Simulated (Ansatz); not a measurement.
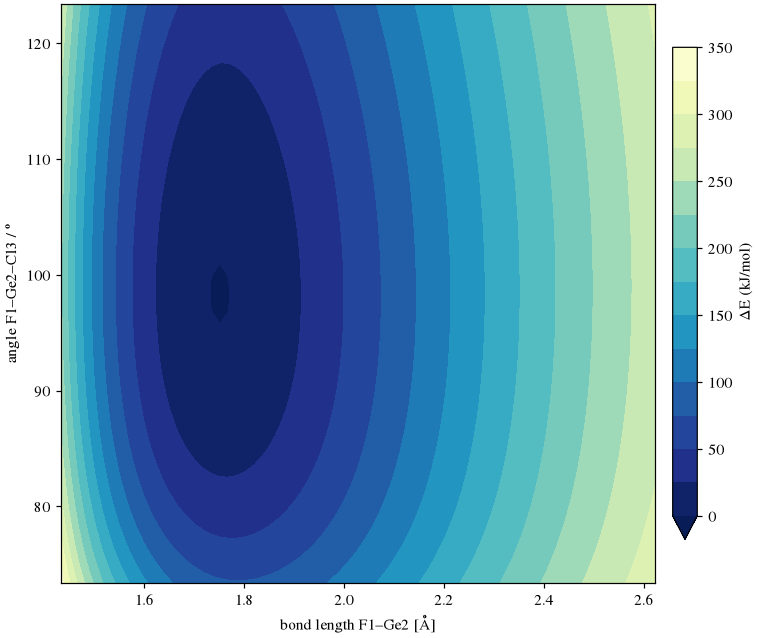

Energy landscape of ClFGe, SMILES [F][Ge][Cl]. 
- The first coordinate is: bond length F1–Ge2; the second: angle F1–Ge2–Cl3.
- Nothing is relaxed (all other coordinates rigid).
- The scan uses a 9 × 9 grid.
- Energies are in kJ/mol, from the lowest grid point.
- The reference is spin-restricted, which grows unreliable where a bond is stretched far.
- Computed with RKS PBE0-D4/def2-TZVP (Ansatz).

Drawn: filled contours. Between grid points the surface is interpolated. 

What does the map say about the system?

The lowest grid point is at bond length F1–Ge2 = 1.731 Å, angle F1–Ge2–Cl3 = 98.4°. It is the only kind of minimum in the scanned range. The highest grid point, bond length F1–Ge2 = 1.433 Å, angle F1–Ge2–Cl3 = 73.4°, lies 339 kJ/mol above the lowest. Round the minimum the two coordinates are nearly uncoupled.

The input of one point:

```yaml
crystal:
  periodic: [false, false, false]
  atoms:
    - { symbol: F, position_ang: [0.109291, 1.419621, 0.20566] }
    - { symbol: Ge, position_ang: [-0.754327, 0.049061, -0.404332] }
    - { symbol: Cl, position_ang: [0.650057, -1.505647, 0.196982] }
basis:
  gaussian: { orbitals: def2-TZVP }
hamiltonian:
  xc: pbe0
  dispersion: d4
output:
  forces: true
```

Time for the 81 points that were run: 7.3 min on 1 thread of Intel(R) Xeon(R) Platinum 8259CL CPU @ 2.50GHz (Skylake/Cascade Lake), with other jobs on the host.
